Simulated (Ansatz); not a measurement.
# Al2P+ (triplet): one geometry, many settings

What do other methods and options give for Al2P+ (triplet) at this geometry, and how long do they take?

Computed with Ansatz 0.2.0, Gaussian basis. Level: the settings change from run to run.

38 further runs of the same task are left out: 14 for a known fault of the program, 11 that didn't finish, 13 set aside as unsound or not needed.

## 1. What is computed

The geometry is a PBE0/def2-TZVP stationary point (not a proven minimum) of the parent state, kept for this charge and spin.

3 atoms, charge 1, spin multiplicity 3.

Atoms are counted from 1 here; the program's logs count them from 0.

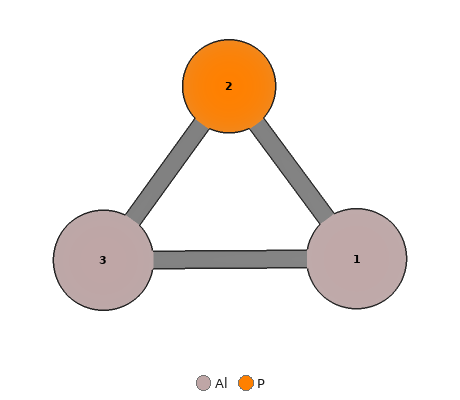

The structure; aluminium light grey, phosphorus orange; atoms are numbered from 1 in the order of the file.

As a file:

```xyz
3

Al    0.0000   -0.6653   -1.3327
P     0.0000    1.1591    0.0000
Al    0.0000   -0.6653    1.3327
```

## 2. MRCISD+Q(relaxed)(10,6)/STO-3G

in.yaml

```yaml
crystal:
  periodic: [false, false, false]
  atoms:
    - {symbol: Al, position_ang: [0.000000, -0.665301, -1.332700]}
    - {symbol: P, position_ang: [0.000000, 1.159099, 0.000000]}
    - {symbol: Al, position_ang: [0.000000, -0.665301, 1.332700]}
basis:
  gaussian: {orbitals: STO-3G}
total_charge: 1
magnetization: {spin_polarized: false, initial_magnetization: 2}
correlation: {method: fic_mrcisd_q_relaxed, electrons: outside_noble_gas, active_space: {window: {electrons: 10, orbitals: 6}}}
accuracy: high
```

Run with:

```
> ansatz run in.yaml --threads 1 --pin off --events-out ev --progress --plain --max-ram 2393MiB
```

What it wrote, shortened:

```text
Functional definition: HF
  name "HF"
  cite "Fock, Z. Phys. 61, 126 (1930) doi:10.1007/BF01340294"
  parent pbe
[...]
497 factors; integrals over basis functions are off by at most 2.6e-9 eV
[...]
mean field -22169.85431396 eV, -814.7271187710 hartree, gradient 1.4e-8 eV, S^2 2.000000; 14 other end points of the search recorded, 0 dependent functions left out
reference -22169.81630139 eV, -814.7257218349 hartree; 21, 19 occupied and 6, 8 virtual orbitals, 497 factors
state -22169.85431396 eV, -814.7271187710 hartree
contracted CI cycle   1: correlation 0.00000000 eV, 0.0000000000 hartree, residual 8.24e0 eV
contracted CI cycle   2: correlation -2.30009253 eV, -0.0845268413 hartree, residual 2.68e0 eV
contracted CI cycle   3: correlation -2.59456456 eV, -0.0953484888 hartree, residual 8.29e-1 eV
contracted CI cycle   4: correlation -2.62310473 eV, -0.0963973208 hartree, residual 3.60e-1 eV
contracted CI cycle   5: correlation -2.62928149 eV, -0.0966243126 hartree, residual 1.65e-1 eV
contracted CI cycle   6: correlation -2.63059938 eV, -0.0966727441 hartree, residual 6.73e-2 eV
contracted CI cycle   7: correlation -2.63088090 eV, -0.0966830897 hartree, residual 3.65e-2 eV
contracted CI cycle   8: correlation -2.63094445 eV, -0.0966854251 hartree, residual 1.56e-2 eV
contracted CI cycle   9: correlation -2.63095757 eV, -0.0966859075 hartree, residual 7.08e-3 eV
contracted CI cycle  10: correlation -2.63096025 eV, -0.0966860059 hartree, residual 3.38e-3 eV
[...]
contracted CI cycle   7: correlation -3.03141520 eV, -0.1114024539 hartree, residual 1.74e-2 eV
contracted CI cycle   8: correlation -3.03142694 eV, -0.1114028852 hartree, residual 5.87e-3 eV
contracted CI cycle   9: correlation -3.03142828 eV, -0.1114029345 hartree, residual 1.77e-3 eV
contracted CI cycle  10: correlation -3.03142840 eV, -0.1114029391 hartree, residual 5.92e-4 eV
contracted CI cycle  11: correlation -3.03142842 eV, -0.1114029396 hartree, residual 2.46e-4 eV
contracted CI cycle  12: correlation -3.03142842 eV, -0.1114029397 hartree, residual 1.06e-4 eV
contracted CI cycle  13: correlation -3.03142842 eV, -0.1114029397 hartree, residual 3.90e-5 eV
contracted CI cycle  14: correlation -3.03142842 eV, -0.1114029397 hartree, residual 1.39e-5 eV
contracted CI cycle  15: correlation -3.03142842 eV, -0.1114029397 hartree, residual 4.76e-6 eV
contracted CI cycle  16: correlation -3.03142842 eV, -0.1114029397 hartree, residual 1.77e-6 eV
contracted CI cycle  17: correlation -3.03142842 eV, -0.1114029397 hartree, residual 6.55e-7 eV
contracted CI cycle  18: correlation -3.03142842 eV, -0.1114029397 hartree, residual 2.62e-7 eV
state -22169.72744714 eV, -814.7224565013 hartree; corrected -22173.19054245 eV, -814.8497229066 hartree
state -22169.72744714 eV, -814.7224565013 hartree; corrected -22173.19054245 eV, -814.8497229066 hartree
the orbitals are reached from a further start. From the first start the search ends at -22169.85431396 eV, -814.7271187710 hartree
WARN: the results are in doubt because another end's mean lies 0.127 eV lower, and its corrected mean 0.374 eV higher
Total energy: -22173.19054245 eV, -814.8497229066 hartree
In doubt: another end's mean lies 0.127 eV lower, and its corrected mean 0.374 eV higher
```

Wall time 10 s (1 thread of AMD EPYC, shared host).

From the report: 12 determinants; active occupations 2.00, 2.00, 2.00, 2.00, 1.00, 1.00. The program marks this result as in doubt; its last lines say why.

## 3. CASSCF(10,7)/def2-SVP

in.yaml

```yaml
crystal:
  periodic: [false, false, false]
  atoms:
    - {symbol: Al, position_ang: [0.000000, -0.665301, -1.332700]}
    - {symbol: P, position_ang: [0.000000, 1.159099, 0.000000]}
    - {symbol: Al, position_ang: [0.000000, -0.665301, 1.332700]}
basis:
  gaussian: {orbitals: def2-SVP}
total_charge: 1
magnetization: {spin_polarized: false, initial_magnetization: 2}
correlation: {active_space: {window: {electrons: 10, orbitals: 7}}}
```

Launched as before.

What it wrote, shortened:

```text
Functional definition: HF
  name "HF"
  cite "Fock, Z. Phys. 61, 126 (1930) doi:10.1007/BF01340294"
  parent pbe
[...]
474 factors; integrals over basis functions are off by at most 9.9e-4 eV
[...]
mean field -22422.70082815 eV, -824.0190567818 hartree, gradient 3.5e-6 eV, S^2 2.000000; 13 other end points of the search recorded, 0 dependent functions left out
reference -22422.70082815 eV, -824.0190567818 hartree; 21, 19 occupied and 33, 35 virtual orbitals, 474 factors
state -22423.43009645 eV, -824.0458568976 hartree
Total energy: -22423.43009645 eV, -824.0458568976 hartree
```

Wall time 15 s (1 thread of AMD EPYC, shared host).

From the report: 441 determinants; active occupations 2.00, 2.00, 1.98, 1.94, 1.01, 1.00, 0.07.

## 4. CCSD/cc-pVDZ

in.yaml

```yaml
crystal:
  periodic: [false, false, false]
  atoms:
    - {symbol: Al, position_ang: [0.000000, -0.665301, -1.332700]}
    - {symbol: P, position_ang: [0.000000, 1.159099, 0.000000]}
    - {symbol: Al, position_ang: [0.000000, -0.665301, 1.332700]}
basis:
  gaussian: {orbitals: cc-pVDZ}
total_charge: 1
magnetization: {spin_polarized: true, initial_magnetization: 2}
hamiltonian: {xc: {name: PBE0}}
correlation: {method: ccsd, electrons: valence}
output: {forces: true}
```

The command is unchanged.

What it wrote, shortened:

```text
Functional definition: PBE0
  name "PBE0"
  cite "Adamo & Barone, J. Chem. Phys. 110, 6158 (1999) doi:10.1063/1.478522"
  cite "Perdew, Burke & Ernzerhof, Phys. Rev. Lett. 77, 3865 (1996) doi:10.1103/PhysRevLett.77.3865"
  parent pbe
[...]
556 factors; integrals over basis functions are off by at most 7.3e-4 eV
[...]
mean field -22464.31475823 eV, -825.5483405054 hartree, gradient 6.8e-6 eV, S^2 2.023155; 4 other end points of the search recorded, 0 dependent functions left out
15 core orbitals not correlated: weight in the atoms' cores, before any rotation towards them, 1.000 or more for the frozen orbitals, at most 0.000 for the correlated occupied ones
reference -22430.16251215 eV, -824.2932686112 hartree; 6, 4 occupied and 33, 35 virtual orbitals, 556 factors
second order -5.27075048 eV of doubles, -0.16527218 eV of singles
cycle   1  -5.53889798 eV  change   -1.1e-1 eV  update   9.4e-2
[...]
cycle  16  -5.81716947 eV  change    3.2e-7 eV  update   3.4e-7
[...]
Total energy: -22435.97968162 eV, -824.5070456462 hartree
Atom 0 at     0.000000    -0.665301    -1.332700 Å, force    -0.000000    -0.165718    -1.202534 eV/Å
Atom 1 at     0.000000     1.159099     0.000000 Å, force    -0.000000     0.331437    -0.000000 eV/Å
Atom 2 at     0.000000    -0.665301     1.332700 Å, force    -0.000000    -0.165718     1.202534 eV/Å
Dipole moment:     0.000000    -0.599167     0.000000 e Å
```

Run time: 29 s. Hardware: 1 thread of AMD EPYC, shared host.

From the report: ⟨S²⟩ of the determinant 2.023 (pure triplet: 2.00); correlation -5.8172 eV; T1 0.013; largest double amplitude 0.08. The orbitals are Kohn-Sham ones, so correlation energy and T1 don't compare with those on Hartree-Fock orbitals.

## 5. CCSD(T) on UHF/6-31G*

Edit in.yaml of step 4 so:

```diff
@@ -7,7 +7,6 @@
 basis:
-  gaussian: {orbitals: cc-pVDZ}
+  gaussian: {orbitals: "6-31G*"}
 total_charge: 1
 magnetization: {spin_polarized: true, initial_magnetization: 2}
-hamiltonian: {xc: {name: PBE0}}
-correlation: {method: ccsd, electrons: valence}
+correlation: {method: ccsd_t, electrons: outside_noble_gas}
 output: {forces: true}
```

The command is unchanged.

What it wrote, shortened:

```text
Functional definition: HF
  name "HF"
  cite "Fock, Z. Phys. 61, 126 (1930) doi:10.1007/BF01340294"
  parent pbe
[...]
495 factors; integrals over basis functions are off by at most 8.6e-4 eV
[...]
mean field -22429.16448432 eV, -824.2565917650 hartree, gradient 2.3e-6 eV, S^2 2.129652; 22 other end points of the search recorded, 0 dependent functions left out
determinant -22429.16448432 eV, -824.2565917650 hartree, with singles and doubles -22434.59288012 eV, -824.4560816312 hartree
determinant -22428.61454057 eV, -824.2363817048 hartree, with singles and doubles -22433.79816204 eV, -824.4268762803 hartree
determinant -22428.06155829 eV, -824.2160599811 hartree, with singles and doubles -22432.68612194 eV, -824.3860095606 hartree
determinant -22427.62710460 eV, -824.2000941024 hartree, with singles and doubles -22433.20069052 eV, -824.4049196071 hartree
[...]
15 core orbitals not correlated: weight in the atoms' cores, before any rotation towards them, 1.000 or more for the frozen orbitals, at most 0.000 for the correlated occupied ones
reference -22429.16448432 eV, -824.2565917650 hartree; 6, 4 occupied and 36, 38 virtual orbitals, 495 factors
second order -4.65729446 eV of doubles, -0.00000000 eV of singles
cycle   1  -5.42862855 eV  change   -2.3e-4 eV  update   1.9e-3
[...]
cycle  13  -5.42980413 eV  change   -4.6e-8 eV  update   2.1e-7
perturbative correction -0.34978012 eV, -0.0128541824 hartree
[...]
Total energy: -22434.94406857 eV, -824.4689875686 hartree
Atom 0 at     0.000000    -0.665301    -1.332700 Å, force    -0.000000     0.106742    -0.764511 eV/Å
Atom 1 at     0.000000     1.159099     0.000000 Å, force     0.000000    -0.213485    -0.000000 eV/Å
Atom 2 at     0.000000    -0.665301     1.332700 Å, force     0.000000     0.106742     0.764511 eV/Å
Dipole moment:     0.000000    -0.569150    -0.000000 e Å
```

It took 46 s on 1 thread of AMD EPYC, shared host.

From the report: ⟨S²⟩ of the determinant 2.130 (pure triplet: 2.00); correlation -5.7796 eV; T1 0.040; largest double amplitude 0.08.

## 6. HF/def2-mTZVP

Edit in.yaml of step 5 so:

```diff
@@ -7,6 +7,6 @@
 basis:
-  gaussian: {orbitals: "6-31G*"}
+  gaussian: {orbitals: def2-mTZVP, point_charges: [{charge: 0.50, position_ang: [4.080, -0.973, 0.640]}]}
 total_charge: 1
 magnetization: {spin_polarized: true, initial_magnetization: 2}
-correlation: {method: ccsd_t, electrons: outside_noble_gas}
-output: {forces: true}
+hamiltonian: {xc: hf}
+output: {forces: true, orbitals: {seedname: orbitals}}
```

Launched as before.

What it wrote, shortened:

```text
Functional definition: HF
  name "HF"
  cite "Fock, Z. Phys. 61, 126 (1930) doi:10.1007/BF01340294"
  parent pbe
[...]
557 factors; integrals over basis functions are off by at most 6.5e-4 eV
[...]
mean field -22428.74836199 eV, -824.2412995516 hartree, gradient 9.5e-6 eV, S^2 2.123527; 3 other end points of the search recorded, 0 dependent functions left out
[...]
reference -22428.74836199 eV, -824.2412995516 hartree; 21, 19 occupied and 45, 47 virtual orbitals, 557 factors
Total energy: -22428.74836199 eV, -824.2412995516 hartree
Atom 0 at     0.000000    -0.665301    -1.332700 Å, force    -0.147790     0.232977    -1.136010 eV/Å
Atom 1 at     0.000000     1.159099     0.000000 Å, force     0.073264    -0.532784     0.048628 eV/Å
Atom 2 at     0.000000    -0.665301     1.332700 Å, force    -0.214425     0.288839     1.063822 eV/Å
Dipole moment:    -0.269188    -0.688968    -0.056669 e Å
```

Run time: 12 s. Hardware: 1 thread of AMD EPYC, shared host.

From the report: ⟨S²⟩ of the determinant 2.124 (pure triplet: 2.00).

## 7. CISD/6-31G

in.yaml

```yaml
crystal:
  periodic: [false, false, false]
  atoms:
    - {symbol: Al, position_ang: [0.000000, -0.665301, -1.332700]}
    - {symbol: P, position_ang: [0.000000, 1.159099, 0.000000]}
    - {symbol: Al, position_ang: [0.000000, -0.665301, 1.332700]}
basis:
  gaussian: {orbitals: 6-31G}
total_charge: 1
magnetization: {spin_polarized: false, initial_magnetization: 2}
correlation: {active_space: {ras: {orbitals: [4, 2, 18], electrons: 10, max_holes: 2, max_particles: 2}, fixed_orbitals: true}}
```

Same command.

What it wrote:

```text
Functional definition: HF
  name "HF"
  cite "Fock, Z. Phys. 61, 126 (1930) doi:10.1007/BF01340294"
  parent pbe
  exchange = exact_x
  correlation = 0
416 factors; integrals over basis functions are off by at most 8.0e-5 eV
mean field evaluation 1: about -22423.4881 eV, gradient 2.4e1 eV
mean field evaluation 2: about -22423.4953 eV, gradient 2.4e1 eV
mean field evaluation 4: about -22427.1720 eV, gradient 1.3e0 eV
mean field evaluation 8: about -22427.2664 eV, gradient 2.9e-1 eV
mean field evaluation 16: about -22425.4859 eV, gradient 1.0e1 eV
mean field evaluation 32: about -22426.0148 eV, gradient 2.0e-6 eV
mean field evaluation 64: about -22427.2333 eV, gradient 7.0e-1 eV
mean field evaluation 96: about -22426.4462 eV, gradient 4.5e-4 eV
mean field -22427.27636239 eV, -824.1872045641 hartree, gradient 2.1e-6 eV, S^2 2.000000; 13 other end points of the search recorded, 0 dependent functions left out
reference -22427.27636239 eV, -824.1872045641 hartree; 21, 19 occupied and 18, 20 virtual orbitals, 416 factors
state -22430.65108152 eV, -824.3112232045 hartree
Total energy: -22430.65108152 eV, -824.3112232045 hartree
```

It took 8 s on 1 thread of AMD EPYC, shared host.

From the report: 12,370 determinants.

## 8. CCSD(T) on ROHF/cc-pVDZ

in.yaml

```yaml
crystal:
  periodic: [false, false, false]
  atoms:
    - {symbol: Al, position_ang: [0.000000, -0.665301, -1.332700]}
    - {symbol: P, position_ang: [0.000000, 1.159099, 0.000000]}
    - {symbol: Al, position_ang: [0.000000, -0.665301, 1.332700]}
basis:
  gaussian: {orbitals: cc-pVDZ, point_charges: [{charge: -1.00, position_ang: [4.239, -0.201, -0.010]}]}
total_charge: 1
magnetization: {spin_polarized: false, initial_magnetization: 2}
correlation: {method: ccsd_t, electrons: valence, diis_vectors: 12}
```

The command is unchanged.

What it wrote, shortened:

```text
Functional definition: HF
  name "HF"
  cite "Fock, Z. Phys. 61, 126 (1930) doi:10.1007/BF01340294"
  parent pbe
[...]
556 factors; integrals over basis functions are off by at most 6.6e-4 eV
[...]
mean field -22433.38494336 eV, -824.4116907741 hartree, gradient 4.8e-6 eV, S^2 2.000000; 10 other end points of the search recorded, 0 dependent functions left out
[...]
determinant -22433.38494336 eV, -824.4116907741 hartree, with singles and doubles -22439.26440854 eV, -824.6277571340 hartree
determinant -22432.85111205 eV, -824.3920728353 hartree, with singles and doubles -22438.78175377 eV, -824.6100198986 hartree
determinant -22432.21951669 eV, -824.3688621337 hartree, with singles and doubles -22438.07395870 eV, -824.5840089095 hartree
determinant -22431.41096633 eV, -824.3391484563 hartree, with singles and doubles -22437.72489640 eV, -824.5711811064 hartree
determinant -22430.11566200 eV, -824.2915469000 hartree, with singles and doubles -22436.21039121 eV, -824.5155240675 hartree
determinant -22433.38494336 eV, -824.4116907741 hartree, with singles and doubles -22439.26943831 eV, -824.6279419747 hartree
determinant -22432.85111205 eV, -824.3920728353 hartree, with singles and doubles -22438.73709047 eV, -824.6083785525 hartree
[...]
15 core orbitals not correlated: weight in the atoms' cores, before any rotation towards them, 1.000 or more for the frozen orbitals, at most 0.000 for the correlated occupied ones
reference -22433.38494336 eV, -824.4116907741 hartree; 6, 4 occupied and 33, 35 virtual orbitals, 556 factors
second order -5.16534054 eV of doubles, -0.12414964 eV of singles
cycle   1  -5.88449696 eV  change   -2.0e-6 eV  update   3.9e-6
perturbative correction -0.38757100 eV, -0.0142429714 hartree
Total energy: -22439.65701132 eV, -824.6421850203 hartree
```

It took 36 s on 1 thread of AMD EPYC, shared host.

From the report: correlation -6.2721 eV; T1 0.048; largest double amplitude 0.07.

## 9. BCCD on ROHF/cc-pVDZ

in.yaml

```yaml
crystal:
  periodic: [false, false, false]
  atoms:
    - {symbol: Al, position_ang: [0.000000, -0.665301, -1.332700]}
    - {symbol: P, position_ang: [0.000000, 1.159099, 0.000000]}
    - {symbol: Al, position_ang: [0.000000, -0.665301, 1.332700]}
basis:
  gaussian: {orbitals: cc-pVDZ}
total_charge: 1
magnetization: {spin_polarized: false, initial_magnetization: 2}
correlation: {method: bccd, electrons: outside_noble_gas, diis_vectors: 2}
scf: {omitted_lower_state_checks: [cluster_reference]}
```

Launched as before.

What it wrote, shortened:

```text
Functional definition: HF
  name "HF"
  cite "Fock, Z. Phys. 61, 126 (1930) doi:10.1007/BF01340294"
  parent pbe
[...]
556 factors; integrals over basis functions are off by at most 7.3e-4 eV
[...]
mean field -22430.18907979 eV, -824.2942449541 hartree, gradient 5.5e-6 eV, S^2 2.000000; 11 other end points of the search recorded, 0 dependent functions left out
15 core orbitals not correlated: weight in the atoms' cores, before any rotation towards them, 1.000 or more for the frozen orbitals, at most 0.000 for the correlated occupied ones
reference -22430.18907979 eV, -824.2942449541 hartree; 6, 4 occupied and 33, 35 virtual orbitals, 556 factors
second order -5.16945084 eV of doubles, -0.12359486 eV of singles
cycle   1  -5.55333675 eV  change   -2.6e-1 eV  update   1.0e-1
[...]
cycle  24  -5.88334409 eV  change   -1.7e-6 eV  update   8.7e-6
Total energy: -22436.07242388 eV, -824.5104538615 hartree
Checks for a lower state left out: cluster_reference
```

Run time: 15 s. Hardware: 1 thread of AMD EPYC, shared host.

From the report: correlation -5.8833 eV; largest double amplitude 0.08.

## 10. All runs side by side

Where basis and cores are those of an earlier UCCSDT(Q)/cc-pVDZ run (-22436.5333 eV), and the state is the same kind, the miss against it is given. † marks a result that the program doubts.

| level | correlated | functions | energy (eV) | from UCCSDT(Q) (meV) | time |
| --- | --- | --- | --- | --- | --- |
| MRCISD+Q(relaxed)(10,6)/STO-3G † | outside noble gas | 27 | -22173.1905 |  | 10 s |
| CASSCF(10,7)/def2-SVP |  | 54 | -22423.4301 |  | 15 s |
| CCSD/cc-pVDZ (on PBE0 orbitals) | valence | 54 | -22435.9797 | 553.6 | 29 s |
| CCSD(T) on UHF/6-31G* | outside noble gas | 57 | -22434.9441 |  | 46 s |
| HF/def2-mTZVP (beside a point charge) |  | 66 | -22428.7484 |  | 12 s |
| CISD/6-31G | valence | 39 | -22430.6511 |  | 8 s |
| CCSD(T) on ROHF/cc-pVDZ (beside a point charge) | valence | 54 | -22439.6570 |  | 36 s |
| BCCD on ROHF/cc-pVDZ | outside noble gas | 54 | -22436.0724 | 460.9 | 15 s |

## 11. Results

```
quantity                        value
    runs                            8
quickest              CISD/6-31G, 8 s
 slowest  CCSD(T) on UHF/6-31G*, 46 s
```

In words: Total energies in different bases, with other cores or another treatment of relativity can't be set against each other. CCSD(T) on UHF/6-31G* took 6 times as long as CISD/6-31G; the jobs differ in more than the method. Among the correlated runs with a miss given, it spans +461 to +554 meV. Cores frozen from Kohn-Sham orbitals shift the total energy.
